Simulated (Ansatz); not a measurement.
The compound is TiTe2 (1H sheet).

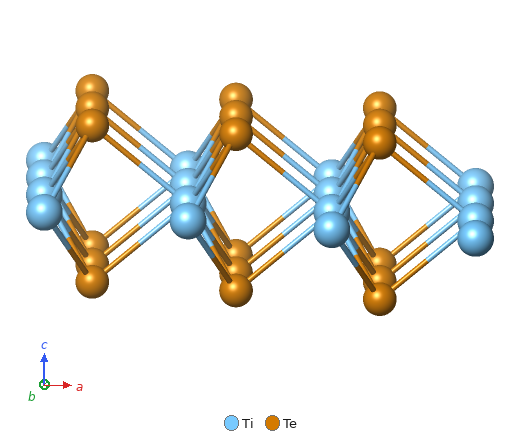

The structure (titanium blue, tellurium orange). Bonds to atoms that aren't drawn are left out. 3×3×1 cells are drawn. Some periodic images of atoms are drawn too.

The cell holds 3 atoms: 1 Ti and 2 Te. Its edges and angles: a = 3.760 Å, b = 3.760 Å, c = 30.970 Å, α = 90.0°, β = 90.0°, γ = 120.0°. Vacuum lies along c.

```
Ti Te
1.0
    -3.25615    1.87994    0.00000
     0.00000   -3.75988    0.00000
     0.00000    0.00000   30.96994
Ti Te
1 2
Cartesian
  0.0000 0.0000 9.6133
  -1.0854 -1.8799 11.3934
  -1.0854 -1.8799 7.8332
```

The structure was relaxed with PBE. The structure was generated from a model, not taken from a measurement. The runs that relaxed it are not among those shown. The program's search for lower electronic states was switched off, so nothing shows that the state found is the lowest. Spin-orbit coupling is left out unless a run names it. PAW set soft_2, made with PBE.

A constrained-RPA run (Ansatz 0.2.0; non-magnetic PBE; Ti d + anion p, bands v6 to c5, 6×6×1 mesh, medium accuracy) builds 11 functions on bands 7.7 eV wide, with 12.0 electrons in the window. The bare on-site interaction is 16.0 eV and the bare J 0.54 eV.

**Question.** What U and J survive the screening?

On the Ti d shell, U = 8.02 eV (50 % of the bare value), U′ = 7.15 eV, J = 0.44 eV.

The parent state is non-magnetic and the interaction static (zero frequency); U depends on the window and the orbitals, so it belongs to this model alone. A window that holds the anion p bands defines a model with explicit ligands; its U belongs to that model and is not the U of DFT+U.

[Paths, hosts, dates, memory and timing lines, banners, echoed tables and standing remarks are left out of the program output.]

[Logs are printed without paths, hosts, clocks, repeated set-up lines and the standing remarks that a program may print on its own settings, such as how far it seeks lower states.]

[Runs of the session that timed out or met a known fault of the program may be left out.]

[Hosts, paths, dates, database ids (printed as entryN), source tags and the programs' standing remarks are cut or masked in the printed files.]
